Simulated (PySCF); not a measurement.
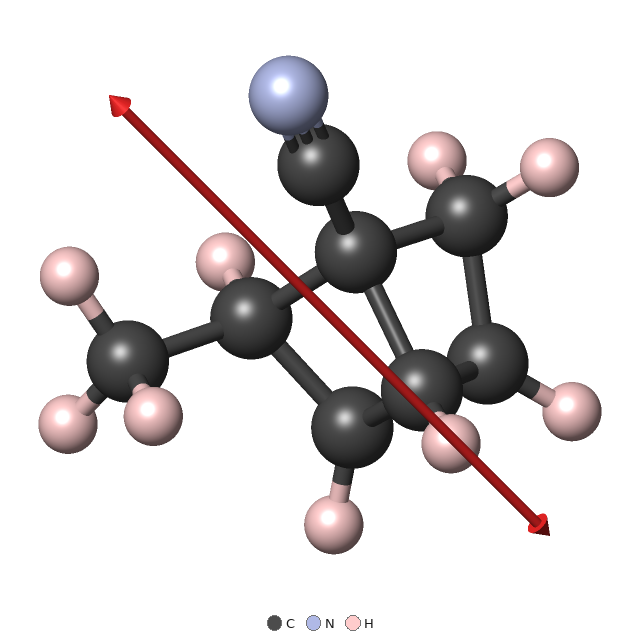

The double arrow shows the direction of the transition dipole to excited singlet state 5 (its length means nothing). Computed geometry: GFN2-xTB optimisation. No frequency run is at hand to confirm it as a minimum. Method: TDDFT PBE0/def2-SVPD, vertical, gas phase, core orbitals frozen in the response (PySCF 2.14.0).

> Where does the transition lie, and how strong is it?

7.55 eV (164 nm), oscillator strength 0.016, mainly HOMO−1 → LUMO (weight 0.67); transition dipole 0.74 D.
